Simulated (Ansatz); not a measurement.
# Direct or indirect: CdS (P6_3mc)

```cif
data_structure
_symmetry_space_group_name_H-M 'P6_3mc'
_symmetry_Int_Tables_number 186
_cell_length_a 4.1500
_cell_length_b 4.1500
_cell_length_c 6.7370
_cell_angle_alpha 90.000
_cell_angle_beta 90.000
_cell_angle_gamma 120.000
_cell_volume 100.48
loop_
_atom_site_label
_atom_site_type_symbol
_atom_site_symmetry_multiplicity
_atom_site_Wyckoff_symbol
_atom_site_fract_x
_atom_site_fract_y
_atom_site_fract_z
_atom_site_occupancy
Cd1 Cd 2 b 0.66667 0.33333 0.50000 1
S1 S 2 b 0.66667 0.33333 0.87500 1
```

Method: Ansatz, PBE, independent particles, without spin-orbit coupling, line width 0.1 eV (Gaussian). The band structure gives a fundamental gap of 1.20 eV. The spectrum of vertical transitions near the edge:

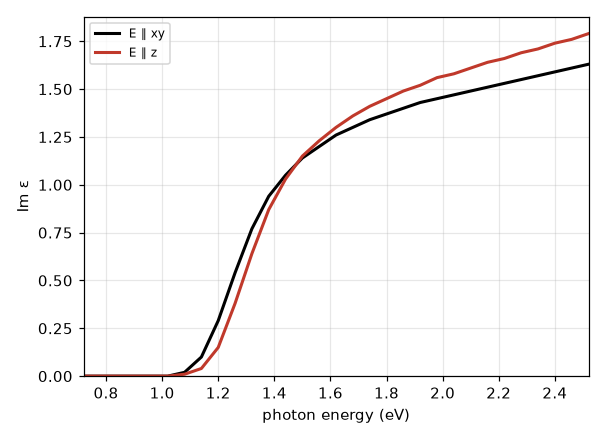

Question: Is the gap direct or indirect, and about where do vertical transitions set in?

Answer: Direct: the band path has its least direct gap at the fundamental one, 1.20 eV, and the curves rise from there. Lines are broadened by 0.1 eV, which spreads the edge.

[Logs are printed without paths, hosts, clocks, repeated set-up lines and the standing remarks that a program may print on its own settings, such as how far it seeks lower states.]
